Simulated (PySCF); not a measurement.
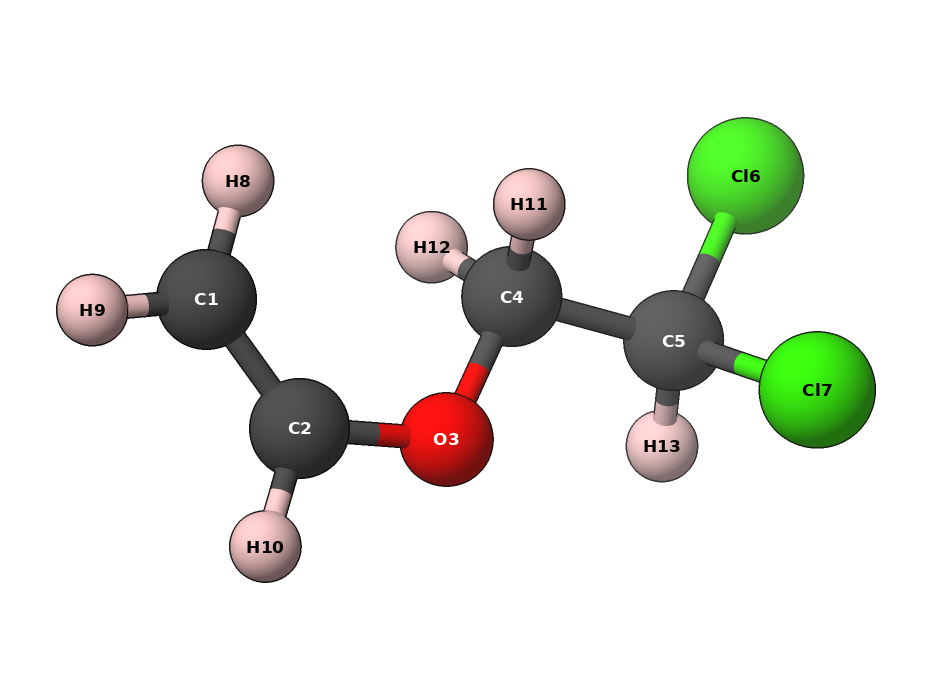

Computed geometry: GFN2-xTB optimisation. No frequency run is at hand to confirm it as a minimum. Electric field gradients from the ground-state density, PBE0/pcSseg-1 (PySCF 2.14.0), non-relativistic apart from any core potentials.

Give the largest field-gradient component, the quadrupole coupling constant and the asymmetry for 17O at O3 (Q = −25.6 mb), 35Cl at Cl6 (Q = −81.7 mb), 35Cl at Cl7 (Q = −81.7 mb), 2H at H8 (Q = 2.86 mb), 2H at H9 (Q = 2.86 mb).

```tsv
atom	V_zz (a.u.)	e²qQ/h (MHz)	η
O3	1.884	−11.33	0.69
Cl6	4.126	−79.2	0.02
Cl7	4.154	−79.7	0.02
H8	0.344	0.232	0.09
H9	0.347	0.233	0.08
```
